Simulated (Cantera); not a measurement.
Input: 1 mol BN, 0.2 mol H₂O, equilibrated at 1.33 mbar.

These are equilibrium values from Cantera (NASA tables, ideal gas, pure condensed phases), not measurements of a reactor. Candidate condensed phases: B, BN, B₂O₃, B₃O₃H₃, H₂O; 39 gas species. Mutual solubility and eutectic melting of coexisting phases are not modelled. The tables' values for BH₂ are old estimates; treat these amounts as uncertain. Rates play no part.

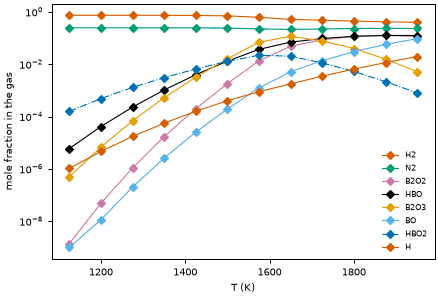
Equilibrium gas composition (values under 1e-9 drawn at 1e-9)

Problem. Read off the mole fractions at 1125 K.

Solution. H₂ about 0.75, N₂ about 0.25, HBO₂ about 0.00016, HBO about 6.0e-6, H about 1.1e-6, B₂O₃ about 5.0e-7.
